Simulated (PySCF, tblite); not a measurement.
**C2H5BClN: dynamics, then NMR shifts and electronic excitations on frames**

Aim: move C2H5BClN (`CC#[N+][BH2-]Cl`) away from its starting geometry and see how NMR shifts and electronic excitations follow the geometry.

Computed with tblite 0.8.0 and PySCF 2.14.0, with density-fitted response routines of our own, on a single molecule in the gas phase. Atoms count from 0, in the outputs and in this text.

## 1. The molecule as given

10 atoms, charge 0, multiplicity 1; geometry from: GFN2-xTB.

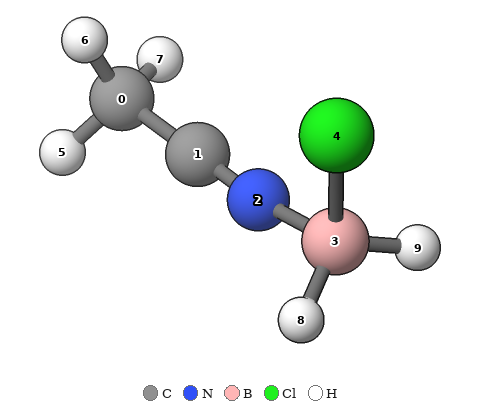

The starting geometry (carbon grey, nitrogen blue, boron pink, chlorine green, hydrogen white), atoms numbered.

## 2. Thermal motion with GFN2-xTB

The job: settings as JSON, then the geometry in Å.

```
{"job": {"kind": "md", "xc": "GFN2-xTB", "basis": "xTB", "temperature": 600, "steps": 2000, "every": 50, "frames": 5}, "charge": 0, "multiplicity": 1}
C     -2.000887     0.120327    -0.149378
C     -0.595902    -0.084166    -0.266950
N      0.536214    -0.253422    -0.358732
B      2.019000    -0.242247    -0.312918
Cl     2.345507     1.245479     0.750516
H     -2.503513    -0.834591     0.005439
H     -2.195111     0.772272     0.703136
H     -2.385262     0.589860    -1.055071
H      2.372761    -1.236474     0.223552
H      2.416075    -0.072383    -1.414965
```

Method: GFN2-xTB Langevin dynamics, gas phase.

Started as:

```sh
$ OMP_NUM_THREADS=1 python probes_run.py task.json out
```

One launch serves the whole session: the jobs run in the order shown.

Standard output:

```text
t/fs     T/K      E/eV
    0.0   508.5   -423.06748
   25.0   380.6   -422.78565
   50.0   413.5   -422.72142
   75.0   399.5   -422.48574
  100.0   562.1   -422.46896
  125.0   547.8   -422.47156
  150.0   421.9   -422.12125
  175.0   555.3   -422.41832
  200.0   627.1   -422.34950
  225.0   760.0   -422.32434
  250.0   616.7   -422.37092
  275.0   721.4   -422.57113
  300.0   575.8   -422.42444
  325.0   614.7   -422.59421
  350.0   486.8   -422.41313
  375.0   624.9   -422.43805
  400.0   570.7   -422.38046
  425.0   733.7   -422.54500
  450.0   559.5   -422.50545
  475.0   676.7   -422.36778
  500.0   543.9   -422.35635
  525.0   623.2   -422.38579
  550.0   651.7   -422.48453
  575.0   448.7   -422.26024
  600.0   922.9   -422.36603
  625.0   752.6   -422.35521
  650.0   569.5   -422.38999
  675.0   842.6   -422.63029
  700.0   717.3   -422.66822
  725.0   562.1   -422.46585
  750.0   672.4   -422.59936
  775.0   475.7   -422.52024
  800.0   607.3   -422.73493
  825.0   387.9   -422.31759
  850.0   833.9   -422.84599
  875.0   693.7   -422.56997
  900.0   720.7   -422.57255
  925.0   619.5   -422.56447
  950.0   678.9   -422.36091
  975.0   854.1   -422.30549
 1000.0   874.1   -422.37651
```

Run time: 6.3 s. Hardware: 1 thread of Intel Xeon 6975P-C, shared host; peak memory 0.18 GiB.

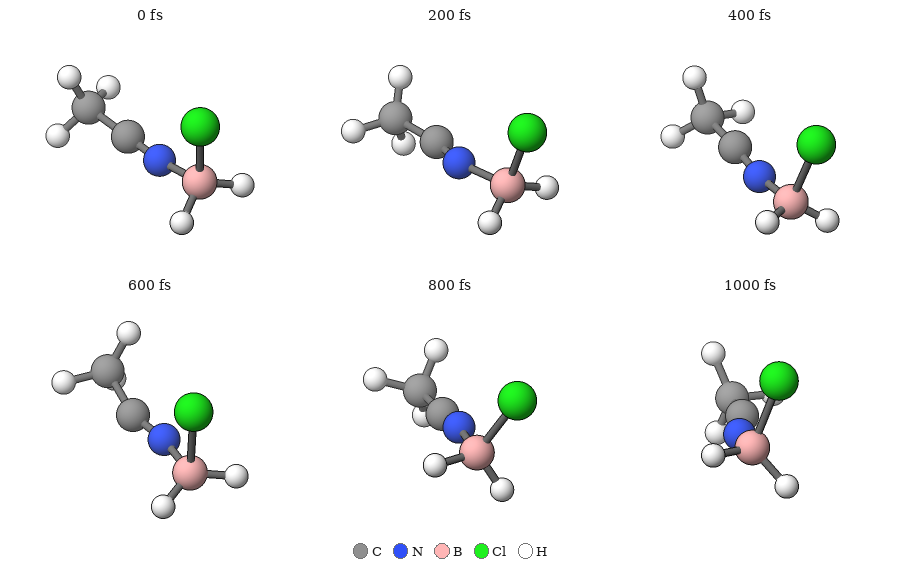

Frames of the run.

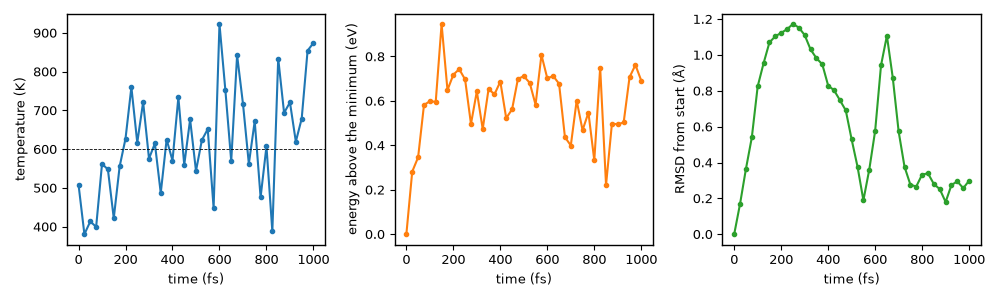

Temperature, potential energy and distance from the start.

Positions (Å) and forces (eV/Å) at 1000 fs:

```xyz
10

C    -2.558    0.439   -0.877    1.652    3.517   -0.246
C    -1.351    0.368   -0.026   -3.445    0.517   -2.066
N    -0.570    0.115    0.753    2.146   -0.352    1.638
B     0.659    0.178    1.586    1.149   -0.434    0.410
Cl    0.914    2.023    1.778    0.089   -0.033   -0.343
H    -2.803   -0.554   -1.059   -1.388   -1.513    0.276
H    -3.327    1.286   -0.543    1.437   -2.306   -0.290
H    -2.238    0.777   -1.909   -0.058    0.027    0.940
H     0.530   -0.187    2.734   -0.354   -0.237   -0.748
H     1.632   -0.415    1.008   -1.230    0.813    0.429
```

## 3. Nuclear shieldings: 250 fs, PBE0/pcSseg-1

The job: settings as JSON, then the geometry in Å.

```
{"job": {"kind": "nmr", "xc": "PBE0", "basis": "pcSseg-1", "pop": false}, "charge": 0, "multiplicity": 1}
C     -1.971700     0.299300    -0.471700
C     -0.757100    -0.068300     0.105200
N      0.396700    -0.249800     0.157500
B      1.941100    -0.331900    -0.134000
Cl     2.404500     1.375200     0.404000
H     -1.781400     1.307700    -0.898500
H     -2.473600    -0.491100    -1.030300
H     -2.638900     0.479000     0.392000
H      2.527600    -1.152000     0.423900
H      1.735000    -0.558600    -1.226500
```

Method: GIAO PBE0/pcSseg-1 NMR shielding, non-relativistic, gas phase.

Standard output:

```text
coarse grid: 9048 points
cycle   1  E = -618.5475489600  dE =  5.600e-01  |g| = 3.895e-01  |ddm| = 2.699e+00
cycle   2  E = -618.4465045575  dE =  1.010e-01  |g| = 8.128e-01  |ddm| = 1.068e+00
cycle   3  E = -618.5951774058  dE = -1.487e-01  |g| = 1.331e-01  |ddm| = 5.651e-01
cycle   4  E = -618.5986970378  dE = -3.520e-03  |g| = 4.865e-02  |ddm| = 1.505e-01
cycle   5  E = -618.5991940010  dE = -4.970e-04  |g| = 6.796e-03  |ddm| = 3.651e-02
cycle   6  E = -618.5992059023  dE = -1.190e-05  |g| = 1.788e-03  |ddm| = 7.849e-03
cycle   7  E = -618.5992066775  dE = -7.752e-07  |g| = 3.791e-04  |ddm| = 1.928e-03
final grid: 83224 points
cycle   8  E = -618.6250595336  dE = -3.093e-05  |g| = 5.499e-03  |ddm| = 1.999e-02
cycle   9  E = -618.6250604733  dE = -9.397e-07  |g| = 5.056e-03  |ddm| = 8.293e-03
cycle  10  E = -618.6250664293  dE = -5.956e-06  |g| = 1.492e-03  |ddm| = 4.179e-03
cycle  11  E = -618.6250668213  dE = -3.920e-07  |g| = 5.701e-04  |ddm| = 1.108e-03
cycle  12  E = -618.6250668918  dE = -7.048e-08  |g| = 4.933e-05  |ddm| = 3.654e-04
cycle  13  E = -618.6250668924  dE = -5.738e-10  |g| = 1.416e-05  |ddm| = 7.316e-05
converged SCF energy = -618.6250668924

GIAO shielding tensors (ppm)
atom      isotropic    diamagn.    paramagn.     s11        s22        s33       span
  0 C      185.710     249.949     -64.239    176.824    180.096    200.211     23.387
  1 C       57.564     270.545    -212.982    -33.892    -29.101    235.684    269.576
  2 N        9.846     334.161    -324.315   -155.486   -146.831    331.854    487.340
  3 B      114.675     189.165     -74.490    104.340    109.138    130.546     26.205
  4 Cl     996.468    1148.249    -151.781    850.770   1017.288   1121.346    270.575
  5 H       27.977      27.363       0.614     22.727     27.266     33.936     11.209
  6 H       28.812      27.017       1.795     24.127     26.379     35.929     11.802
  7 H       29.421      26.683       2.738     24.445     27.072     36.745     12.300
  8 H       28.858      29.835      -0.977     25.415     28.224     32.934      7.519
  9 H       28.677      30.771      -2.094     24.791     29.804     31.436      6.645
```

Wall time 7.6 s (1 thread of Intel Xeon 6975P-C, shared host); peak memory 0.51 GiB.

Shifts follow as δ = σ(reference) − σ, with reference shieldings (ppm) from runs at the same level and on the same kind of geometry: 1H TMS 31.72, 13C TMS 186.9, 15N NH3 267.7, 11B BF3·OEt2 100.1, 35Cl HCl 950. The references are single molecules in the gas phase, so shifts against H2O, NH3, PH3, H3PO4 or CFCl3 are not on the usual liquid scales and can be off by tens of ppm. Each atom is listed at this fixed geometry, with no averaging over motion; a spectrum would average atoms that exchange fast.

```
atoms                                 environment  σ (ppm)  δ (ppm)
   C1                       nitrilium-type carbon     57.6    129.4
   C0                methyl carbon α to a nitrile    185.7      1.2
   H5  hydrogen on a methyl carbon α to a nitrile    27.98     3.74
   H9         hydrogen on a boron bonded to Cl, N    28.68     3.04
   H6  hydrogen on a methyl carbon α to a nitrile    28.81     2.91
   H8         hydrogen on a boron bonded to Cl, N    28.86     2.86
   H7  hydrogen on a methyl carbon α to a nitrile    29.42     2.30
   N2            donor nitrogen of a Lewis adduct      9.8    257.9
   B3                  boron bonded to Cl, N, 2 H    114.7    -14.6
  Cl4                        chlorine bonded to B      996      -47
```

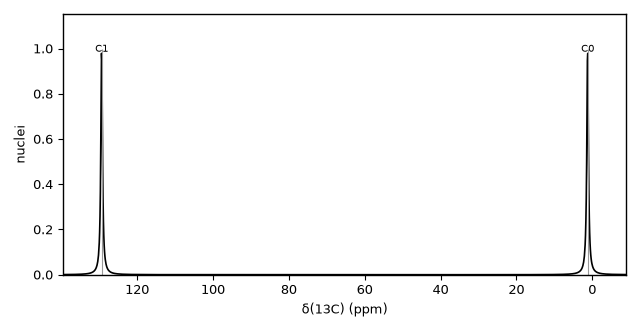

13C lines at the computed shifts, without couplings. Lines are broadened to a width of 0.51 ppm (Lorentzian).

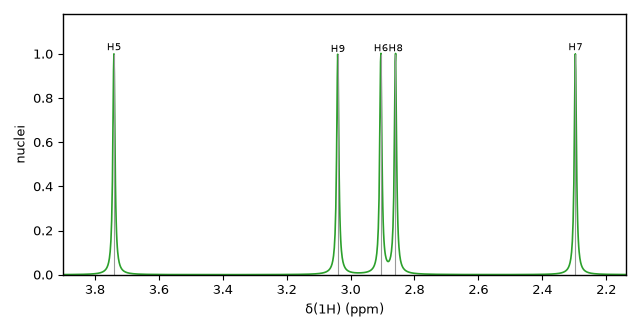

1H lines at the computed shifts, without couplings. Lines are broadened to a width of 0.01 ppm (Lorentzian).

Orbitals, density, ELF and potential are computed afterwards from the orbital file.

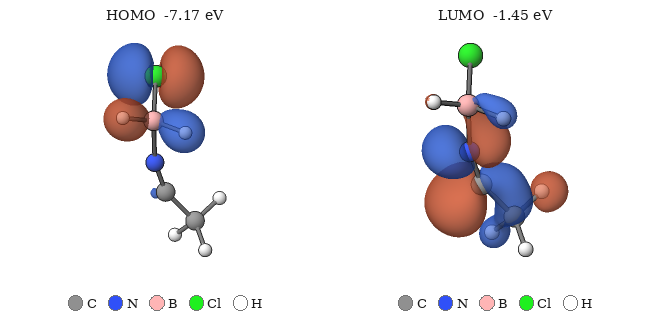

Frontier orbitals at PBE0/pcSseg-1; each surface holds 70 % of the orbital's density, blue and red mark the sign.

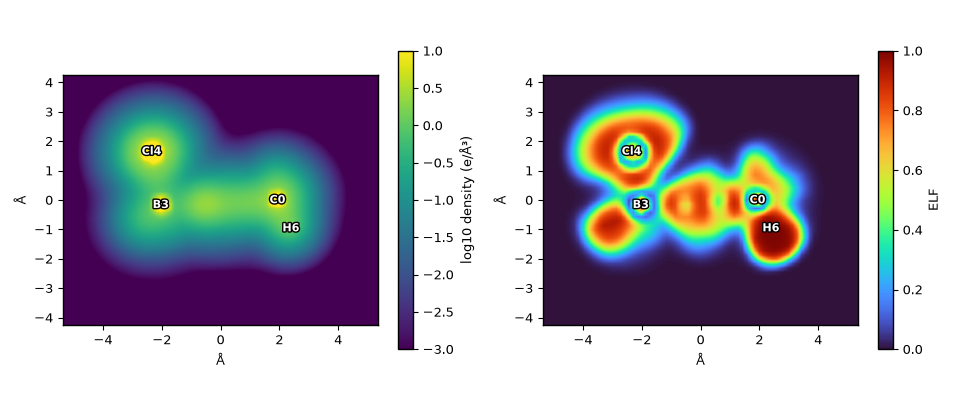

Density (left) and ELF (right) in a plane through or near 4 of the atoms.

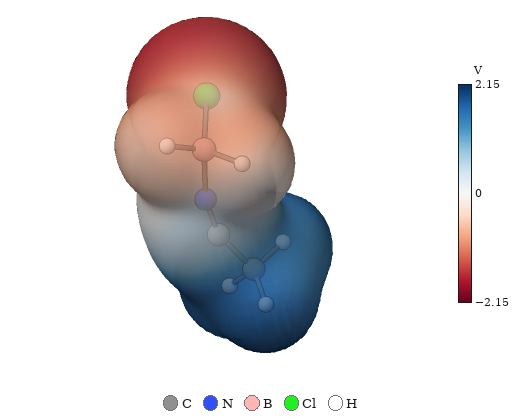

The potential that a unit positive charge feels on the 0.002 e/bohr³ surface, from the 1st to the 99th percentile, from -1.60 V near Cl4 to 2.15 V near H6.

## 4. Ultraviolet spectrum: 250 fs, PBE0/def2-SVPD

The job, as its differences from that of step 3:

```diff
@@ -1,2 +1,2 @@
-{"job": {"kind": "nmr", "xc": "PBE0", "basis": "pcSseg-1", "pop": false}, "charge": 0, "multiplicity": 1}
+{"job": {"kind": "uv", "xc": "PBE0", "basis": "def2-SVPD", "nstates": 5, "ntriplets": 0}, "charge": 0, "multiplicity": 1}
 C     -1.971700     0.299300    -0.471700
```

With the program's defaults for keys left out, this is: TDDFT PBE0/def2-SVPD, vertical, gas phase, core orbitals frozen in the response.

Standard output:

```text
coarse grid: 9048 points
cycle   1  E = -618.2999834690  dE =  5.223e-01  |g| = 3.862e-01  |ddm| = 4.990e+00
cycle   2  E = -618.1882920590  dE =  1.117e-01  |g| = 8.250e-01  |ddm| = 1.647e+00
cycle   3  E = -618.3485482413  dE = -1.603e-01  |g| = 1.241e-01  |ddm| = 1.048e+00
cycle   4  E = -618.3518345796  dE = -3.286e-03  |g| = 4.692e-02  |ddm| = 1.874e-01
cycle   5  E = -618.3523295248  dE = -4.949e-04  |g| = 7.088e-03  |ddm| = 6.241e-02
cycle   6  E = -618.3523437394  dE = -1.421e-05  |g| = 1.498e-03  |ddm| = 1.905e-02
cycle   7  E = -618.3523443894  dE = -6.500e-07  |g| = 3.888e-04  |ddm| = 3.143e-03
final grid: 83224 points
cycle   8  E = -618.4180707892  dE = -2.362e-05  |g| = 4.891e-03  |ddm| = 4.936e-02
cycle   9  E = -618.4180715032  dE = -7.140e-07  |g| = 4.810e-03  |ddm| = 1.783e-02
cycle  10  E = -618.4180771395  dE = -5.636e-06  |g| = 1.386e-03  |ddm| = 7.435e-03
cycle  11  E = -618.4180775373  dE = -3.978e-07  |g| = 3.328e-04  |ddm| = 1.595e-03
cycle  12  E = -618.4180775633  dE = -2.598e-08  |g| = 3.957e-05  |ddm| = 4.328e-04
cycle  13  E = -618.4180775637  dE = -3.896e-10  |g| = 1.297e-05  |ddm| = 7.496e-05
converged SCF energy = -618.4180775637

Static polarisability (au): isotropic 64.905, principal 48.151 56.903 89.660

Singlet excitations
state   eV       nm        f      main configurations
  1   4.7068    263.4   0.02870   H->L 0.96
  2   4.9986    248.0   0.00238   H->L+1 0.97
  3   5.1114    242.6   0.01043   H-1->L 0.96
  4   5.5744    222.4   0.03067   H-1->L+1 0.96
  5   6.3593    195.0   0.00706   H-3->L 0.62, H->L+2 0.13, H-2->L+1 0.13
```

Run time: 10 s. Hardware: 1 thread of Intel Xeon 6975P-C, shared host; peak memory 0.62 GiB.

Frontier orbitals and where they lie:

```
orbital     eV                       atoms
 HOMO−3  -9.39  Cl4 41 %, B3 21 %, N2 12 %
 HOMO−2  -9.20  Cl4 30 %, B3 23 %, N2 13 %
 HOMO−1  -7.75    Cl4 83 %, B3 7 %, N2 5 %
   HOMO  -7.24   Cl4 62 %, B3 17 %, H8 8 %
   LUMO  -1.52   C1 37 %, N2 30 %, C0 14 %
 LUMO+1  -1.02   C1 34 %, N2 32 %, C0 13 %
 LUMO+2  -0.01   C0 33 %, C1 17 %, H7 16 %
```

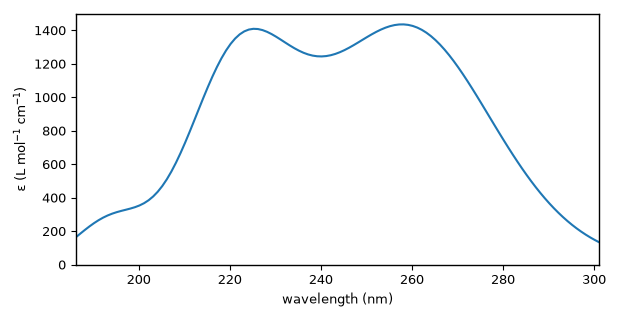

Absorption spectrum: each of the 5 states is a Gaussian band of 0.4 eV half-width at 1/e. Beyond the last state computed it falls off for lack of states.

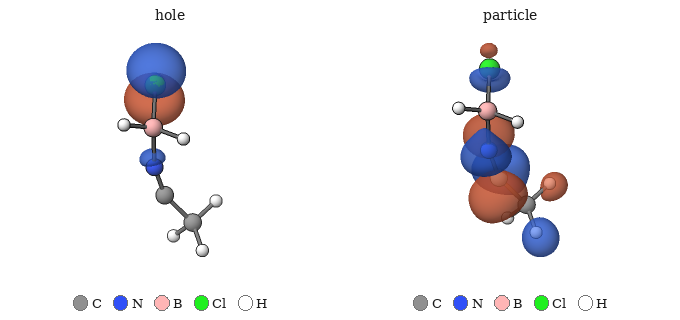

Leading natural transition orbitals of singlet state 4: the electron leaves the hole (left) for the particle orbital (right).

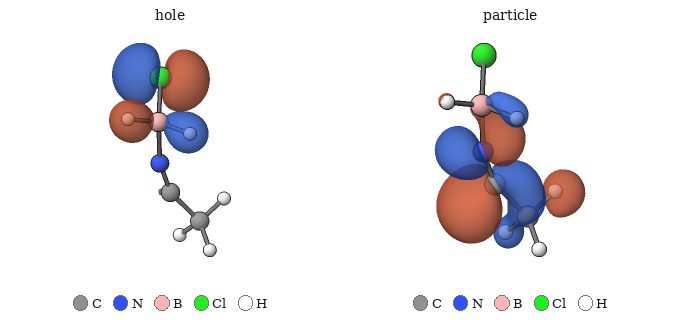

Leading natural transition orbitals of singlet state 1: the electron leaves the hole (left) for the particle orbital (right).

Ground-state properties from the same run:

```
           property  computed
  dipole moment (D)      7.64
polarisability (Å³)      9.62
 HOMO–LUMO gap (eV)      5.72
      −ε(HOMO) (eV)      7.24
```

## 5. NMR shieldings: 425 fs, PBE0/pcSseg-1

The job: settings as JSON, then the geometry in Å.

```
{"job": {"kind": "nmr", "xc": "PBE0", "basis": "pcSseg-1", "pop": false}, "charge": 0, "multiplicity": 1}
C     -2.044000     0.198800    -0.420200
C     -0.668400    -0.152000    -0.199600
N      0.401900    -0.342800     0.094800
B      2.012400    -0.505700     0.181000
Cl     2.494800     1.040600     0.933100
H     -2.220200     0.771200     0.430900
H     -2.173900     0.817400    -1.312200
H     -2.769500    -0.587700    -0.431300
H      2.402700    -1.379800     0.749700
H      2.140400    -0.463500    -0.967900
```

Level: GIAO PBE0/pcSseg-1 NMR shielding, non-relativistic, gas phase.

Standard output:

```text
coarse grid: 9048 points
cycle   1  E = -618.5599849691  dE =  6.383e-01  |g| = 3.846e-01  |ddm| = 2.729e+00
cycle   2  E = -618.5035912317  dE =  5.639e-02  |g| = 6.855e-01  |ddm| = 9.558e-01
cycle   3  E = -618.6039550754  dE = -1.004e-01  |g| = 1.321e-01  |ddm| = 4.592e-01
cycle   4  E = -618.6074093822  dE = -3.454e-03  |g| = 4.228e-02  |ddm| = 1.363e-01
cycle   5  E = -618.6077765324  dE = -3.672e-04  |g| = 5.597e-03  |ddm| = 2.997e-02
cycle   6  E = -618.6077841372  dE = -7.605e-06  |g| = 1.559e-03  |ddm| = 6.246e-03
final grid: 83224 points
cycle   7  E = -618.6340865513  dE = -3.124e-05  |g| = 5.671e-03  |ddm| = 2.208e-02
cycle   8  E = -618.6340874742  dE = -9.229e-07  |g| = 5.261e-03  |ddm| = 7.836e-03
cycle   9  E = -618.6340940855  dE = -6.611e-06  |g| = 9.579e-04  |ddm| = 3.691e-03
cycle  10  E = -618.6340942259  dE = -1.405e-07  |g| = 5.080e-04  |ddm| = 7.834e-04
cycle  11  E = -618.6340942787  dE = -5.275e-08  |g| = 4.406e-05  |ddm| = 2.976e-04
cycle  12  E = -618.6340942791  dE = -4.313e-10  |g| = 1.402e-05  |ddm| = 6.168e-05
converged SCF energy = -618.6340942791

GIAO shielding tensors (ppm)
atom      isotropic    diamagn.    paramagn.     s11        s22        s33       span
  0 C      189.208     249.345     -60.137    175.407    186.950    205.267     29.860
  1 C       71.441     269.620    -198.179    -21.774    -17.270    253.367    275.140
  2 N       32.980     335.140    -302.160   -124.497   -114.020    337.459    461.956
  3 B      115.591     186.244     -70.653    101.667    112.837    132.270     30.604
  4 Cl    1019.882    1148.293    -128.411    897.367   1000.650   1161.630    264.263
  5 H       30.607      29.598       1.009     24.923     29.675     37.223     12.300
  6 H       29.429      27.306       2.123     24.386     27.141     36.761     12.375
  7 H       30.008      27.148       2.859     25.281     27.023     37.718     12.437
  8 H       29.328      30.249      -0.920     25.154     29.049     33.782      8.629
  9 H       28.551      29.870      -1.318     23.983     29.941     31.730      7.747
```

It took 5.5 s on 1 thread of Intel Xeon 6975P-C, shared host; peak memory 0.54 GiB.

In short: δ C1 115.5, C0 -2.3, N2 234.7, B3 -15.5, H9 3.17, H8 2.39 ppm.

## 6. TDDFT and polarisability: 425 fs, PBE0/def2-SVPD

The job, as its differences from that of step 5:

```diff
@@ -1,2 +1,2 @@
-{"job": {"kind": "nmr", "xc": "PBE0", "basis": "pcSseg-1", "pop": false}, "charge": 0, "multiplicity": 1}
+{"job": {"kind": "uv", "xc": "PBE0", "basis": "def2-SVPD", "nstates": 5, "ntriplets": 0}, "charge": 0, "multiplicity": 1}
 C     -2.044000     0.198800    -0.420200
```

Method: TDDFT PBE0/def2-SVPD, vertical, gas phase, core orbitals frozen in the response.

Standard output:

```text
coarse grid: 9048 points
cycle   1  E = -618.3117138458  dE =  6.012e-01  |g| = 3.794e-01  |ddm| = 6.144e+00
cycle   2  E = -618.2488052575  dE =  6.291e-02  |g| = 6.920e-01  |ddm| = 1.597e+00
cycle   3  E = -618.3563652660  dE = -1.076e-01  |g| = 1.240e-01  |ddm| = 1.023e+00
cycle   4  E = -618.3596067025  dE = -3.241e-03  |g| = 4.062e-02  |ddm| = 1.889e-01
cycle   5  E = -618.3599788517  dE = -3.721e-04  |g| = 5.598e-03  |ddm| = 6.844e-02
cycle   6  E = -618.3599872698  dE = -8.418e-06  |g| = 1.213e-03  |ddm| = 1.944e-02
final grid: 83224 points
cycle   7  E = -618.4258669806  dE = -2.467e-05  |g| = 4.904e-03  |ddm| = 6.020e-02
cycle   8  E = -618.4258680752  dE = -1.095e-06  |g| = 4.580e-03  |ddm| = 1.838e-02
cycle   9  E = -618.4258735602  dE = -5.485e-06  |g| = 4.014e-04  |ddm| = 7.456e-03
cycle  10  E = -618.4258735975  dE = -3.732e-08  |g| = 1.577e-04  |ddm| = 1.130e-03
cycle  11  E = -618.4258736016  dE = -4.141e-09  |g| = 8.455e-05  |ddm| = 2.713e-04
cycle  12  E = -618.4258736031  dE = -1.497e-09  |g| = 1.358e-05  |ddm| = 9.663e-05
cycle  13  E = -618.4258736032  dE = -4.843e-11  |g| = 1.840e-06  |ddm| = 3.092e-05
converged SCF energy = -618.4258736032

Static polarisability (au): isotropic 61.542, principal 46.782 53.713 84.131

Singlet excitations
state   eV       nm        f      main configurations
  1   5.1231    242.0   0.00560   H->L 0.91
  2   5.3874    230.1   0.02490   H->L+1 0.89
  3   5.8315    212.6   0.02135   H-1->L 0.98
  4   6.0018    206.6   0.00688   H-1->L+1 0.94
  5   6.0918    203.5   0.00690   H->L+2 0.95
```

Wall time 7.6 s (1 thread of Intel Xeon 6975P-C, shared host); peak memory 0.62 GiB.

This run: HOMO -7.02 eV, LUMO -0.74 eV; lowest singlet 5.12 eV.

[end of part 1 of 2]
